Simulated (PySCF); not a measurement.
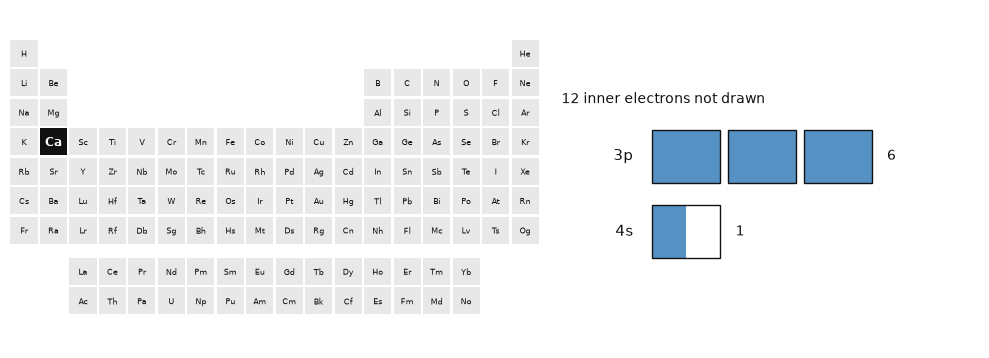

Fig. 1: Left, the place of calcium in the periodic table; right, the outer shells of the nominal configuration: a box for each of the 2l + 1 orbitals, shaded by the share of the shell that is filled, with the electron count at the right.

Run report: Ca⁺, atomic calculation

Ca⁺, configuration 1s2 2s2 2p6 3s2 3p6 4s1, multiplicity 2. Computed at this level: unrestricted LDA, def2-TZVPPD, non-relativistic, point nucleus (PySCF).

### Summary

| quantity | value |
| --- | --- |
| outcome | converged |
| total energy | −675.486458 hartree |
| kinetic energy | 675.809061 hartree |
| ⟨S²⟩ | 0.750 |
| SCF iterations | 5 |
| hardware | 1 CPU thread, shared host |

### Input file
```python
from pyscf import gto, scf, dft, mp, cc
import basis_set_exchange as bse
mol = gto.M(atom="Ca 0 0 0", charge=1, spin=1, symmetry="D2h",
            basis=gto.basis.parse(bse.get_basis("def2-TZVPPD", elements=["Ca"], fmt="nwchem")))
mf = dft.UKS(mol, xc="LDA,VWN")
mf.irrep_nelec = {'Ag': (4, 3), 'B1u': (2, 2), 'B2u': (2, 2), 'B3u': (2, 2)}
mf.kernel()
```

The script is an equivalent of what the driver set up; the driver started from orbitals of its own, so the log can be shorter than this script's would be, and it computed the properties (radii, ⟨L²⟩, response) afterwards. It held the occupations shell by shell, which the script's counts by irreducible representation don't always enforce.

### The program's output (extracts)
```
damping factor = 0
level_shift factor = 0
DIIS = <class 'pyscf.scf.diis.CDIIS'>
diis_start_cycle = 1
diis_space = 10
diis_damp = 0
SCF conv_tol = 1e-09
SCF conv_tol_grad = None
number electrons alpha = 10  beta = 9
XC functionals = LDA,VWN
    P. A. M. Dirac.,  Math. Proc. Cambridge Philos. Soc. 26, 376 (1930)
    F. Bloch.,  Z. Phys. 57, 545 (1929)
    S. H. Vosko, L. Wilk, and M. Nusair.,  Can. J. Phys. 58, 1200 (1980)
cycle= 1 E= -675.486443832151  delta_E= -0.006  |g|= 0.00998  |ddm|= 0.293
cycle= 2 E= -675.486456363894  delta_E= -1.25e-05  |g|= 0.00188  |ddm|= 0.0102
cycle= 3 E= -675.486457428856  delta_E= -1.06e-06  |g|= 0.000933  |ddm|= 0.00415
cycle= 4 E= -675.486457722958  delta_E= -2.94e-07  |g|= 3.48e-06  |ddm|= 0.00119
cycle= 5 E= -675.48645772297  delta_E= -1.17e-11  |g|= 7.1e-08  |ddm|= 3.28e-05
converged SCF energy = -675.48645772297  <S^2> = 0.75008897  2S+1 = 2.000089
```

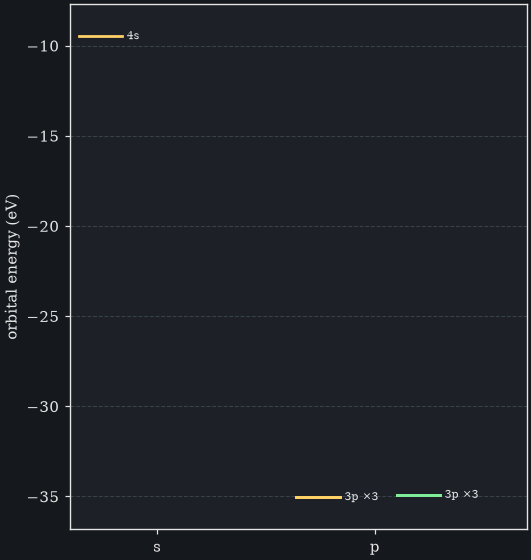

Fig. 2: Orbital energies of the mean field, from the top down to −35.0 eV, by angular momentum, α spin at the left of each column and β at the right; ×n counts the orbitals under one label. The highest filled orbital is 4s α at −9.47 eV, the lowest empty one s β at −8.58 eV.
